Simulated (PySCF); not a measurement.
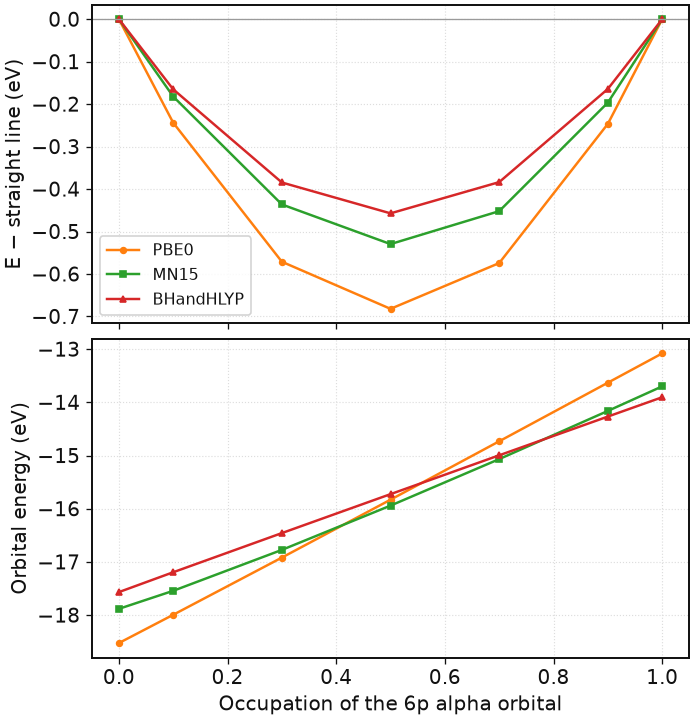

One 6p alpha orbital of Bi⁺ ([Xe] 4f¹⁴ 5d¹⁰ 6s² 6p²) is emptied in steps. The plot gives the energy less the straight line between the integer ends; the lower panel gives the orbital energy. PySCF, def2-SVP with a 60-electron core potential, unrestricted single determinants, no spin-orbit coupling.

What do the curves say about each method?

Answer. PBE0: convex (delocalisation error), largest departure −0.68 eV, removal energy 15.82 eV, orbital energy from −13.1 eV when full to −18.5 eV when empty; MN15: convex (delocalisation error), largest departure −0.53 eV, removal energy 15.90 eV, orbital energy from −13.7 eV when full to −17.9 eV when empty; BHandHLYP: convex (delocalisation error), largest departure −0.46 eV, removal energy 15.73 eV, orbital energy from −13.9 eV when full to −17.6 eV when empty. The measured removal energy is 16.70 eV. The exact energy is a straight line between whole electron numbers.
